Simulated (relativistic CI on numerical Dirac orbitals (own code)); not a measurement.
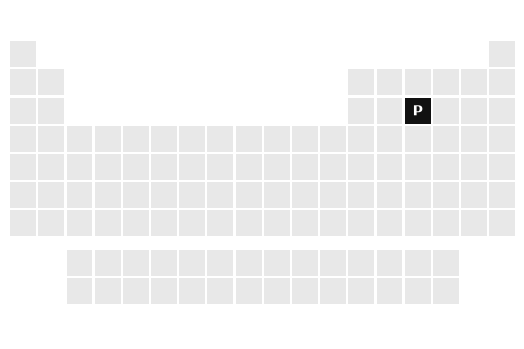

The place of phosphorus in the periodic table.

Relativistic CI calculation, with input and output: P

- system: P.
- method: Dirac-Coulomb-Breit CI, KLI orbitals optimised for each configuration, model QED (radiative potential, 1s self-energy scaled to tabulated hydrogen-like ionisation energies), numerical settings as typed (relativistic CI on numerical Dirac orbitals, in-house)

### Input file
```
atom P  Z=15  charge=1  electrons=14
nucleus A=31  rms_radius_fm=3.1889
hamiltonian dirac-coulomb  breit=on  qed=on  c_scale=1
orbitals kli  potential=per-configuration
slater_scale 1
correlation none
mixing on
grid step=0.0125 r_max=102.8
scf mixing=0.4 start=green max_iterations=57 tolerance=2e-08 node_fill=0.05
configurations
  [Ne] 3s2 3p3
  [Ne] 3s2 3p2 3d
end
```

Hardware: 1 CPU thread, shared host.

Launched within a batch (the task file carries these settings):
```bash
python <driver script> task.json out
```

The program writes its results to a structured record and prints no log; tables and figures of this report are taken from that record.

### Outcome

```
quantity                   value
 outcome  refused by the program
```

### Diagnosis

This input holds a deliberate fault: charge. The program refused the input; the driver noted: configuration [Ne] 3s2 3p3 has 15 electrons, the ion has 14.
